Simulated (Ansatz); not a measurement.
**Run report: SiNH₇OF₂, geometry relaxation (part 2 of 2)**

SiNH₇OF₂; RKS BLYP/def2-SVP (Ansatz 0.2.0). The input holds or restrains some coordinates. It belongs to a series of runs on one base structure; here: pulled along the bonds that form and break, towards end B.

Geometry of the input (Å):
```
Si -0.2677  -1.0194  0.0145
O  -0.7175  0.5162  1.3191
H  -1.6835  -1.4409  0.0773
H  0.4789  -2.0302  0.7347
N  -0.2576  -0.3975  -1.5834
H  1.5590  1.0287  0.4418
F  1.5207  -0.1248  0.1272
H  0.1295  1.4526  1.1839
F  1.1207  2.0581  0.8691
H  -1.5780  0.8603  1.0964
H  0.6040  -0.1310  -2.0300
H  -0.9083  -0.7720  -2.2506
```

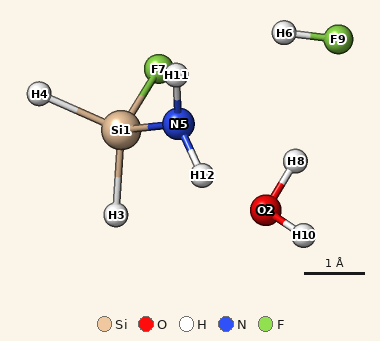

**Figure 1.** The geometry at step 12 of the log (ball-and-stick view, seen at a tilt; atoms are numbered from 1 in the order of the input).

## What the program printed, continued
```
relax step  25: F+E_penalty+E_count = -16953.40426542 eV  Δ(F+E_penalty+E_count) = +0.000e0 eV  max|allowed force component| = 1.506e0 eV/Å  E_restraint = 0.02748404 eV  max|allowed force component, restraints' pulls added| = 1.142e-1 eV/Å  Δτ_max = 0.0000 Å  (34 SCF iters, accepted)
  distance Si 0 - F 6 = 1.6767 Å
  distance H 5 - F 8 = 0.9202 Å
  distance H 7 - O 1 = 0.9756 Å
  distance Si 0 - O 1 = 3.0730 Å
  distance H 5 - F 6 = 2.1693 Å
  distance H 7 - F 8 = 2.1729 Å
1213 factors; their error is unknown
mean field evaluation 192: about -16892.3949 eV, gradient 1.6e2 eV
mean field -16953.40426542 eV, -623.0261153242 hartree, gradient 2.1e-5 eV, S^2 0.000000; 1 other end points of the search recorded, 0 dependent functions left out
the calculation of the forces begins
reference -16953.40461769 eV, -623.0261282698 hartree; 27, 27 occupied and 82, 82 virtual orbitals, 1213 factors
Total energy: -16953.40461769 eV, -623.0261282698 hartree
Atom 0 at     0.159379    -1.543650    -0.075608 Å, force     0.154761    -0.050738    -0.049357 eV/Å
Atom 1 at    -1.244634     1.110332     0.579017 Å, force    -0.222091    -0.110288    -0.116634 eV/Å
Atom 2 at    -0.958585    -1.969360     0.805473 Å, force    -0.046917     0.027693     0.017637 eV/Å
Atom 3 at     0.945660    -2.708434    -0.590364 Å, force    -0.000214    -0.015130     0.006382 eV/Å
Atom 4 at    -0.368412    -0.647244    -1.443146 Å, force    -0.030582    -0.025236     0.029510 eV/Å
Atom 5 at     1.819812     1.361708     0.842462 Å, force     0.165422    -1.506346     0.157215 eV/Å
Atom 6 at     1.227865    -0.723751     0.923027 Å, force     0.096516     0.261799    -0.037742 eV/Å
Atom 7 at    -0.488808     1.714109     0.705361 Å, force     0.297642     0.199369     0.080749 eV/Å
Atom 8 at     1.615713     2.253654     0.744641 Å, force    -0.463852     1.150694    -0.135666 eV/Å
Atom 9 at    -1.992381     1.532322     1.041133 Å, force     0.038786     0.068282     0.065802 eV/Å
Atom 10 at     0.205799    -0.575496    -2.285538 Å, force     0.007449    -0.000299    -0.002967 eV/Å
Atom 11 at    -0.921208     0.195911    -1.246458 Å, force     0.003078     0.000201    -0.014929 eV/Å
Dipole moment:    -0.196397     0.216308    -0.066935 e Å
```

## Trajectory as extended XYZ (Å, eV, eV/Å), 18 of the 25 frames kept, from step=1 to step=25
```
12
Properties=species:S:1:pos:R:3:forces:R:3 step=1 energy=-16952.51859
Si   -0.2677   -1.0194    0.0145   -0.3117   2.4006   1.1635
O    -0.7175    0.5162    1.3191    2.5012  -0.4764  -0.6307
H    -1.6835   -1.4409    0.0773   -0.5791  -0.2959   0.0190
H     0.4789   -2.0302    0.7347    0.3366  -0.7190   0.2746
N    -0.2576   -0.3975   -1.5834    0.1100  -0.2021   0.0946
H     1.5590    1.0287    0.4418   -0.6624  -0.2647   0.0797
F     1.5207   -0.1248    0.1272    0.3746   0.8695   0.2424
H     0.1295    1.4526    1.1839   -0.6499  -1.0039   0.0161
F     1.1207    2.0581    0.8691    0.1239  -0.6538  -0.1451
H    -1.5780    0.8603    1.0964   -1.1882   0.3354  -0.3248
H     0.6040   -0.1310   -2.0300    0.6753   0.2240  -0.2586
H    -0.9083   -0.7720   -2.2506   -0.7304  -0.2137  -0.5305
12
Properties=species:S:1:pos:R:3:forces:R:3 step=2 energy=-16952.25201
Si   -0.1996   -1.1272   -0.0789    0.2220   2.2611   1.4768
O    -0.7445    0.6465    1.4612    2.0077  -0.2897  -0.5371
H    -1.6781   -1.4460    0.0737    0.0675   0.0248   0.0061
H     0.4963   -2.0582    0.7393    0.3503  -1.6279   0.5345
N    -0.2518   -0.4010   -1.6039   -0.2578  -0.3502  -0.6016
H     1.5584    1.1784    0.4825   -0.4798   0.9877   0.3346
F     1.4703   -0.2851    0.0869   -0.3775   0.8352   0.3342
H    -0.0019    1.3868    1.2288   -1.5520  -0.9602   0.3802
F     1.2585    2.1240    0.8216    0.5330  -1.6787  -0.6245
H    -1.6034    0.8805    1.0935   -0.4674   0.5647  -0.3063
H     0.6122   -0.1269   -2.0413    0.6418   0.2303  -0.3574
H    -0.9161   -0.7717   -2.2634   -0.6879   0.0028  -0.6396
12
Properties=species:S:1:pos:R:3:forces:R:3 step=4 energy=-16951.62248
Si   -0.0944   -1.2995   -0.2070   -1.0128   0.7503   1.6040
O    -0.9039    0.8225    1.7285   -2.1868  -1.9291   0.4891
H    -1.6317   -1.4394    0.0646    0.6445   0.0986  -0.0823
H     0.4872   -2.2177    0.7512   -0.0595  -1.8197   0.1608
N    -0.2518   -0.4416   -1.6576   -0.0896  -0.4198  -0.9693
H     1.6847    1.4547    0.5297    0.3193  -1.3701  -0.3713
F     1.4069   -0.5543    0.0166    0.7221   1.5788   0.5600
H    -0.2330    1.3422    1.3463    2.0404   1.8431  -1.0328
F     1.5212    2.3390    0.7411   -0.4163   0.8684   0.2535
H    -1.6457    0.8790    1.0785    0.3437   0.0740   0.3454
H     0.6206   -0.1258   -2.0797    0.0580   0.0374  -0.4541
H    -0.9599   -0.7590   -2.3121   -0.3630   0.2882  -0.5029
12
Properties=species:S:1:pos:R:3:forces:R:3 step=5 energy=-16952.06781
Si   -0.0785   -1.3078   -0.1877   -0.3849   0.3605   0.8669
O    -0.9538    0.8569    1.7849   -0.7446  -0.7660  -0.3379
H    -1.5907   -1.4293    0.0644    0.3508   0.2200   0.1617
H     0.4504   -2.3994    0.6916   -0.1061  -0.7697  -0.5150
N    -0.2354   -0.4988   -1.6979   -0.0611  -0.6240  -0.4393
H     1.7613    1.5414    0.5559    0.2536  -1.0615  -0.2537
F     1.3969   -0.5252    0.0781    0.1124   1.0874   0.6319
H    -0.2409    1.3528    1.3676    0.7319   0.7392  -0.2335
F     1.5347    2.4245    0.7265   -0.4061   0.5805   0.1745
H    -1.6620    0.8965    1.0972    0.2473   0.0458   0.3672
H     0.6248   -0.1749   -2.1484   -0.1050  -0.0646  -0.3409
H    -1.0064   -0.7367   -2.3322    0.1119   0.2526  -0.0819
12
Properties=species:S:1:pos:R:3:forces:R:3 step=7 energy=-16952.67425
Si   -0.0859   -1.3319   -0.1796    0.1268   0.0098   0.1643
O    -0.9322    0.8512    1.7961    0.0325   0.1382  -0.4899
H    -1.5581   -1.3884    0.1578    0.2094   0.2268   0.2739
H     0.4499   -2.6478    0.3868   -0.1311   0.1433  -0.6165
N    -0.2011   -0.6097   -1.7533   -0.0407  -0.4507   0.0158
H     1.8075    1.6418    0.5572    0.2857  -1.4375  -0.2523
F     1.2623   -0.4463    0.2844   -0.1700   0.4581   0.4473
H    -0.2693    1.5201    1.5011    0.0279  -0.1053   0.1213
F     1.5214    2.4995    0.7250   -0.5405   1.0554   0.2721
H    -1.6415    0.9755    1.1264    0.0964  -0.0091   0.2238
H     0.6491   -0.2912   -2.2271   -0.1082  -0.1161  -0.1943
H    -1.0019   -0.7725   -2.3750    0.2116   0.0871   0.0344
12
Properties=species:S:1:pos:R:3:forces:R:3 step=8 energy=-16952.88116
Si   -0.0788   -1.3319   -0.1770    0.3678  -0.0453  -0.0041
O    -0.9346    0.8630    1.7858    0.0377   0.1071  -0.1795
H    -1.5181   -1.3178    0.2596    0.2278   0.0995   0.1747
H     0.4587   -2.7182    0.2052   -0.1494   0.4237  -0.3818
N    -0.1806   -0.6698   -1.7785   -0.0005  -0.2281   0.1379
H     1.7984    1.6641    0.5859    0.2673  -1.3766  -0.2051
F     1.2168   -0.4201    0.3891   -0.3435   0.0856   0.1649
H    -0.2664    1.5317    1.5139    0.0493  -0.0308   0.0444
F     1.5059    2.5244    0.7318   -0.5160   1.0116   0.2351
H    -1.6590    1.0258    1.1479    0.0115   0.0447   0.0727
H     0.6569   -0.3652   -2.2812   -0.0514  -0.1218  -0.1029
H    -0.9991   -0.7859   -2.3824    0.0994   0.0305   0.0435
12
Properties=species:S:1:pos:R:3:forces:R:3 step=9 energy=-16953.00965
Si   -0.0409   -1.3423   -0.1791    0.2740  -0.2041   0.0746
O    -0.9845    0.8888    1.7105   -0.1023   0.0234  -0.0067
H    -1.4234   -1.3505    0.3891    0.1324   0.0872   0.0195
H     0.5244   -2.7369    0.0172   -0.0517   0.2402  -0.1698
N    -0.1784   -0.6853   -1.7720   -0.0070  -0.0254   0.0183
H     1.7755    1.6409    0.6311    0.2477  -1.3836  -0.1713
F     1.2047   -0.4484    0.4928   -0.1783   0.1251   0.0404
H    -0.2844    1.5435    1.5161    0.1991   0.1301  -0.0343
F     1.5044    2.5127    0.7481   -0.4865   1.0172   0.2059
H    -1.6958    1.1573    1.0964   -0.0202   0.0435   0.0110
H     0.6490   -0.4794   -2.3410   -0.1652  -0.0801  -0.0416
H    -1.0506   -0.7004   -2.3092    0.1580   0.0266   0.0540
12
Properties=species:S:1:pos:R:3:forces:R:3 step=11 energy=-16953.11113
Si    0.0534   -1.4167   -0.1440    0.2530   0.0541   0.0787
O    -1.0881    0.9392    1.4858   -0.1321   0.6610  -0.2869
H    -1.2633   -1.5230    0.5377    0.0624  -0.0311   0.0027
H     0.6955   -2.7814   -0.2668   -0.0302   0.2456  -0.0189
N    -0.1840   -0.6066   -1.6564    0.6801  -0.2306   0.2915
H     1.7214    1.5368    0.6271    0.1717  -1.3866  -0.0840
F     1.2218   -0.5803    0.7239   -0.1685   0.0171  -0.2011
H    -0.3482    1.5966    1.4844   -0.1649  -0.2658  -0.0813
F     1.5046    2.4293    0.7006   -0.4074   1.0217   0.1628
H    -1.7580    1.3913    0.9140    0.3752  -0.2346   0.3002
H     0.5452   -0.5618   -2.3733   -0.0747  -0.0257   0.0150
H    -1.1001   -0.4234   -2.0330   -0.5646   0.1750  -0.1787
12
Properties=species:S:1:pos:R:3:forces:R:3 step=12 energy=-16953.11897
Si    0.0928   -1.4312   -0.1108    0.1827  -0.1234  -0.1297
O    -1.1644    0.9605    1.3812   -0.0320   0.7244  -0.3560
H    -1.1962   -1.6021    0.6092    0.0918  -0.0113   0.0089
H     0.7705   -2.7610   -0.3554   -0.0767   0.2072   0.0162
N    -0.1764   -0.5703   -1.5911   -1.2403   0.3161  -0.4724
H     1.6711    1.4865    0.5997    0.1583  -1.2866  -0.1014
F     1.2628   -0.6456    0.7930   -0.1617   0.2362  -0.1036
H    -0.3581    1.5337    1.4382   -0.2658  -0.2130  -0.0855
F     1.5065    2.3886    0.7075   -0.3639   0.8928   0.1853
H    -1.7587    1.5104    0.8060    0.4234  -0.3632   0.3683
H     0.4993   -0.5896   -2.3660   -0.2411  -0.0053   0.1428
H    -1.1489   -0.2798   -1.9115    1.5253  -0.3739   0.5269
12
Properties=species:S:1:pos:R:3:forces:R:3 step=14 energy=-16953.24828
Si    0.1225   -1.4431   -0.0810    0.1783   0.0318  -0.0043
O    -1.2384    0.9827    1.2230   -0.1287  -0.0443  -0.1220
H    -1.0981   -1.7698    0.6980    0.0417   0.0139   0.0358
H     0.8829   -2.6670   -0.4902   -0.0174   0.0090  -0.0254
N    -0.2018   -0.5364   -1.5142   -0.2027  -0.0104  -0.1175
H     1.7174    1.4412    0.6293    0.2317  -1.4478  -0.0882
F     1.2221   -0.6543    0.9048   -0.0835   0.2421  -0.0822
H    -0.3987    1.4723    1.3243    0.2619   0.1305  -0.0129
F     1.5084    2.3316    0.7311   -0.4533   1.0673   0.1729
H    -1.7424    1.5680    0.6229   -0.0050   0.0169   0.0277
H     0.2862   -0.7341   -2.3937   -0.0787   0.0488   0.1276
H    -1.0599    0.0090   -1.6543    0.2557  -0.0579   0.0886
12
Properties=species:S:1:pos:R:3:forces:R:3 step=15 energy=-16953.27203
Si    0.1571   -1.4786   -0.0780    0.0527   0.1737  -0.0698
O    -1.2794    0.9820    1.0700   -0.1903   0.8362  -0.3481
H    -1.0264   -1.8379    0.7458    0.0544  -0.0251   0.0243
H     0.9367   -2.6654   -0.5491   -0.0101  -0.0259   0.0110
N    -0.2201   -0.5711   -1.4938   -0.7489   0.5511  -0.2083
H     1.7618    1.4184    0.6608    0.1837  -1.1656  -0.0273
F     1.2202   -0.6658    0.9292   -0.0005   0.2120  -0.0831
H    -0.4443    1.4480    1.3139   -0.0393  -0.1376  -0.1401
F     1.4703    2.2938    0.7245   -0.4236   0.8178   0.1224
H    -1.7747    1.7161    0.6124    0.3520  -0.6281   0.3734
H     0.1910   -0.7780   -2.4130   -0.1302   0.1080   0.2752
H    -0.9920    0.1386   -1.5229    0.9002  -0.7164   0.0704
12
Properties=species:S:1:pos:R:3:forces:R:3 step=17 energy=-16953.34131
Si    0.1582   -1.5142   -0.0758    0.1380  -0.0586   0.0574
O    -1.2973    1.0058    0.9035   -0.1447  -0.1280  -0.0532
H    -0.9329   -1.9308    0.8429   -0.0786   0.0714  -0.0606
H     0.8975   -2.7025   -0.6043    0.0515   0.0047  -0.0026
N    -0.2966   -0.6027   -1.4561   -0.2072   0.1153  -0.0476
H     1.7811    1.3991    0.7146    0.2897  -1.5088   0.0164
F     1.2417   -0.6939    0.9048    0.0771   0.2573  -0.0646
H    -0.4669    1.4834    1.0880    0.3221   0.2096  -0.0210
F     1.5215    2.2809    0.7309   -0.5311   1.1262   0.0496
H    -1.9217    1.7228    0.6849   -0.0407   0.0387   0.0079
H     0.1733   -0.6988   -2.3564    0.0539  -0.0312  -0.0124
H    -0.8577    0.2510   -1.3770    0.0701  -0.0968   0.1307
12
Properties=species:S:1:pos:R:3:forces:R:3 step=18 energy=-16953.32749 accepted=F
Si    0.1781   -1.5504   -0.0742    0.0934   0.0860   0.0327
O    -1.2801    1.0305    0.7532   -1.4129   1.2619   0.0459
H    -0.9123   -1.9447    0.8577   -0.0082  -0.0088  -0.0388
H     0.9096   -2.7269   -0.6448   -0.0046   0.0059   0.0567
N    -0.3344   -0.6133   -1.4159   -0.1476   0.2938  -0.2869
H     1.8289    1.3631    0.7773    0.1920  -1.3223   0.0915
F     1.2800   -0.7351    0.8924    0.0978   0.1896  -0.0372
H    -0.5124    1.6087    0.9520    0.1637   0.0555  -0.0688
F     1.5675    2.2457    0.7106   -0.4712   0.9645  -0.0434
H    -2.0643    1.6837    0.7676    1.3813  -1.1510   0.0086
H     0.1584   -0.6461   -2.3124    0.0229  -0.0567   0.0795
H    -0.8189    0.2849   -1.2636    0.0935  -0.3184   0.1602
12
Properties=species:S:1:pos:R:3:forces:R:3 step=19 energy=-16953.36131
Si    0.1714   -1.5269   -0.0771    0.1595  -0.0721  -0.0107
O    -1.2873    1.0181    0.8351   -0.2012   0.0100  -0.0523
H    -0.9207   -1.9111    0.8539   -0.0548   0.0516  -0.0351
H     0.8868   -2.7262   -0.6148    0.0196  -0.0031  -0.0008
N    -0.3114   -0.6077   -1.4447   -0.1363   0.0369   0.0183
H     1.7641    1.3815    0.7535    0.2617  -1.4855   0.0482
F     1.2954   -0.7338    0.8825    0.0273   0.2921  -0.0575
H    -0.4855    1.5443    1.0172    0.3151   0.1969  -0.0232
F     1.5412    2.2744    0.7342   -0.4972   1.0849   0.0057
H    -1.9785    1.7000    0.7190    0.0217  -0.0540   0.0287
H     0.1680   -0.6706   -2.3432    0.0491  -0.0066  -0.0101
H    -0.8434    0.2582   -1.3157    0.0355  -0.0511   0.0889
12
Properties=species:S:1:pos:R:3:forces:R:3 step=21 energy=-16953.38700
Si    0.1813   -1.5386   -0.0709    0.1400  -0.0677  -0.0394
O    -1.3053    1.0500    0.6725   -0.5087   0.4536   0.1106
H    -0.9353   -1.9159    0.8339   -0.0007  -0.0086   0.0067
H     0.9235   -2.7205   -0.6149   -0.0215  -0.0018   0.0378
N    -0.3267   -0.6133   -1.4227   -0.0060  -0.0626  -0.0619
H     1.8153    1.3571    0.7863    0.2385  -1.4649   0.0913
F     1.2928   -0.7459    0.9052    0.0380   0.2678  -0.0538
H    -0.4978    1.5861    0.8050    0.2844   0.1344   0.0056
F     1.5738    2.2448    0.7481   -0.5115   1.0843  -0.0562
H    -2.0298    1.6753    0.9198    0.3703  -0.3861  -0.1118
H     0.1850   -0.6129   -2.3061    0.0419   0.0043  -0.0040
H    -0.8766    0.2340   -1.2562   -0.0647   0.0472   0.0750
12
Properties=species:S:1:pos:R:3:forces:R:3 step=22 energy=-16953.40427
Si    0.1594   -1.5436   -0.0756    0.1548  -0.0507  -0.0494
O    -1.2446    1.1103    0.5790   -0.2221  -0.1103  -0.1166
H    -0.9586   -1.9694    0.8055   -0.0469   0.0277   0.0176
H     0.9457   -2.7084   -0.5904   -0.0002  -0.0151   0.0064
N    -0.3684   -0.6472   -1.4431   -0.0306  -0.0252   0.0295
H     1.8198    1.3617    0.8425    0.1654  -1.5063   0.1572
F     1.2279   -0.7238    0.9230    0.0965   0.2618  -0.0377
H    -0.4888    1.7141    0.7054    0.2976   0.1994   0.0807
F     1.6157    2.2537    0.7446   -0.4639   1.1507  -0.1357
H    -1.9924    1.5323    1.0411    0.0388   0.0683   0.0658
H     0.2058   -0.5755   -2.2855    0.0074  -0.0003  -0.0030
H    -0.9212    0.1959   -1.2465    0.0031   0.0002  -0.0149
12
Properties=species:S:1:pos:R:3:forces:R:3 step=24 energy=-16953.40234 accepted=F
Si    0.1759   -1.5330   -0.0817    0.0633  -0.1645  -0.0200
O    -1.2874    1.1031    0.5391   -0.3555   0.4853   0.3891
H    -0.9486   -1.8924    0.8269    0.0540   0.0163   0.0036
H     0.9148   -2.7344   -0.5880   -0.0269   0.0220   0.0155
N    -0.3675   -0.6501   -1.4510    0.0659   0.0013  -0.0212
H     1.7768    1.3827    0.9272    0.1556  -1.1732   0.1411
F     1.3032   -0.7401    0.8781   -0.0014   0.3163  -0.0264
H    -0.4707    1.6207    0.7177    0.0369   0.0665  -0.0520
F     1.6072    2.2730    0.7369   -0.4083   0.7550  -0.1340
H    -1.9825    1.5729    1.0658    0.4593  -0.3186  -0.3156
H     0.1887   -0.6040   -2.3089   -0.0182   0.0160   0.0475
H    -0.9098    0.2017   -1.2621   -0.0246  -0.0224  -0.0276
12
Properties=species:S:1:pos:R:3:forces:R:3 step=25 energy=-16953.40427
Si    0.1594   -1.5436   -0.0756    0.1548  -0.0507  -0.0494
O    -1.2446    1.1103    0.5790   -0.2221  -0.1103  -0.1166
H    -0.9586   -1.9694    0.8055   -0.0469   0.0277   0.0176
H     0.9457   -2.7084   -0.5904   -0.0002  -0.0151   0.0064
N    -0.3684   -0.6472   -1.4431   -0.0306  -0.0252   0.0295
H     1.8198    1.3617    0.8425    0.1654  -1.5063   0.1572
F     1.2279   -0.7238    0.9230    0.0965   0.2618  -0.0377
H    -0.4888    1.7141    0.7054    0.2976   0.1994   0.0807
F     1.6157    2.2537    0.7446   -0.4639   1.1507  -0.1357
H    -1.9924    1.5323    1.0411    0.0388   0.0683   0.0658
H     0.2058   -0.5755   -2.2855    0.0074  -0.0003  -0.0030
H    -0.9212    0.1959   -1.2465    0.0031   0.0002  -0.0149
```

## Summary

```tsv
quantity	value
outcome	converged under the restraints of the input
total energy	−16953.4046 eV
mean-field energy	−16953.4046 eV
largest force (length of the vector) at the end, held atoms and coordinates included	1.524 eV/Å
hardware	2 threads of Intel Xeon (Sapphire Rapids), 16 GiB of memory available, shared host
wall time	56 s (CPU time 1.8 min)
peak memory	0.17 GiB
```
